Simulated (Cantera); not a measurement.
Feed: 1 mol SiCl4, 0.83 mol HCl, 16 mol H2, at 0.120 bar.

These are equilibrium values from Cantera (NASA tables, ideal gas, pure condensed phases), not measurements of a reactor. Candidate condensed phases: Si; 19 gas species. The tables' values for SiCl3 are old estimates; treat these amounts as uncertain. Equilibrium is a limit: real reactors are often held back by kinetics, nucleation or transport.

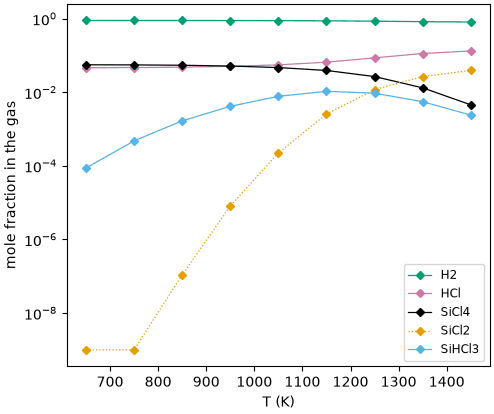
Figure: Equilibrium gas composition (values under 1e-9 drawn at 1e-9)

From 650 K to 1450 K nothing is condensed. The main Si-bearing gas is SiCl4 at 650 K and SiCl2 at 1450 K.
